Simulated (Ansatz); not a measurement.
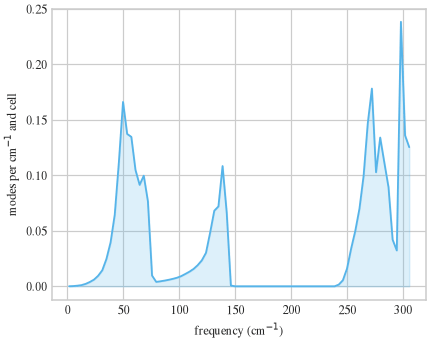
Phonon density of states of wurtzite CdS; finite displacements on a 6×6×2 mesh, LDA density-functional theory in Ansatz (plane waves, PAW), k mesh 6×6×4

Dynamical quadrupoles are not included in the interpolation of the phonons between the solved wave vectors.

Where is the tallest peak, and is there a gap in the spectrum?

The tallest peak lies near 300 cm⁻¹. There is at least one gap; the lowest begins near 150 cm⁻¹.

The PAW data sets were generated under PBE and serve the other functionals too.

Ansatz is an electronic-structure program.
